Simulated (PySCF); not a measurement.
Molecule (SMILES): P#P (P2).
Geometry (B3LYP-D3(BJ)/def2-TZVP, fixed):
```xyz
2

P      0.0000     0.0000    -0.9447
P      0.0000     0.0000     0.9447
```
Charge 0, spin multiplicity 1.

Basis-set convergence of the lowest singlet excitation energy at PBE0 with PySCF. Tamm-Dancoff approximation; the state is taken by its order, and sets in which it differs in degeneracy or brightness are left out, yet its character can still change. All functions are spherical. Density fitting with generated auxiliary sets. No added dispersion term, no relativity. Reference: the value in aug-pcseg-3, 3.593 eV, itself unsure by roughly 0.004 eV (its mean distance from aug-cc-pV(Q+d)Z, aug-pcseg-2, aug-cc-pV(T+d)Z). Deviations are taken from unrounded values. Cost is core time over that of aug-cc-pV(D+d)Z, rough, on shared machines of one kind; a dash marks a row that isn't timed (too short, read off another run, short of memory, by another algorithm or on other hardware).

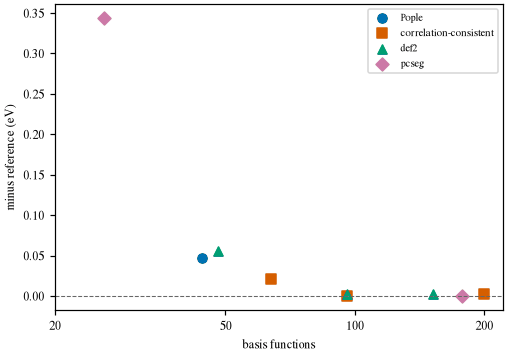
Figure: Deviation from the reference against the number of basis functions, by family of sets.

```csv
basis,functions,lowest singlet excitation energy (eV),minus reference (eV),cost
pcseg-0,26,3.937,0.344,-
6-31+G*,44,3.640,0.047,-
def2-SVPD,48,3.648,0.055,0.6×
aug-cc-pV(D+d)Z,64,3.615,0.021,1×
def2-TZVPPD,96,3.596,0.003,3×
jun-cc-pV(T+d)Z,96,3.594,0.001,3×
def2-QZVPPD,152,3.595,0.002,8×
aug-pcseg-3,178,3.593,0.000,10×
cc-pV(5+d)Z,200,3.596,0.003,20×
```
